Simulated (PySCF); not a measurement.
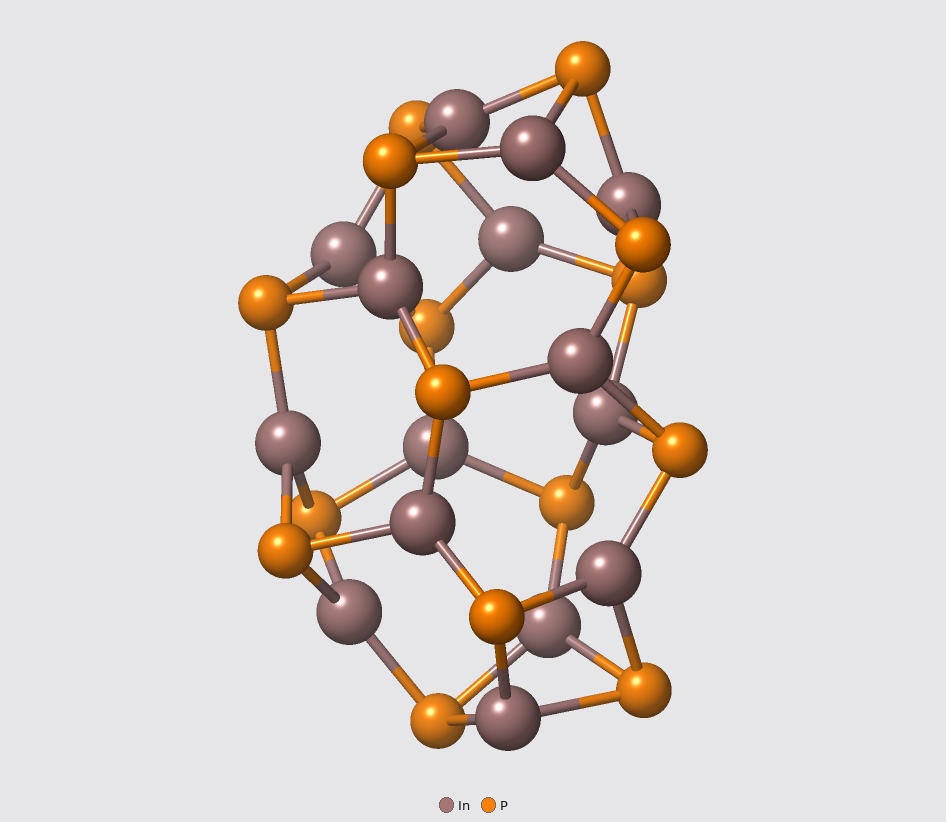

The geometry was computed by an optimisation with GFN1-xTB. No frequency run is at hand to confirm it as a minimum. Method: PBE0/def2-SVP, gas phase, core potentials on In (PySCF 2.14.0). Excitations: vertical, Tamm–Dancoff approximation.

What does the calculation give?

The species is In₁₅P₁₅.
- dipole moment: 1.50 D
- HOMO energy (Kohn–Sham orbital): −6.18 eV
- LUMO energy (Kohn–Sham orbital): −3.84 eV
- HOMO–LUMO gap: 2.34 eV
- mean static polarisability: 968.0 bohr³
- lowest vertical singlet excitation: 1.53 eV
- its oscillator strength: 0.004

The geometry is semi-empirical. Around In, P such bond lengths and angles can be off by a tenth of an ångström or more and by several degrees, and values that hang on the shape move with them.
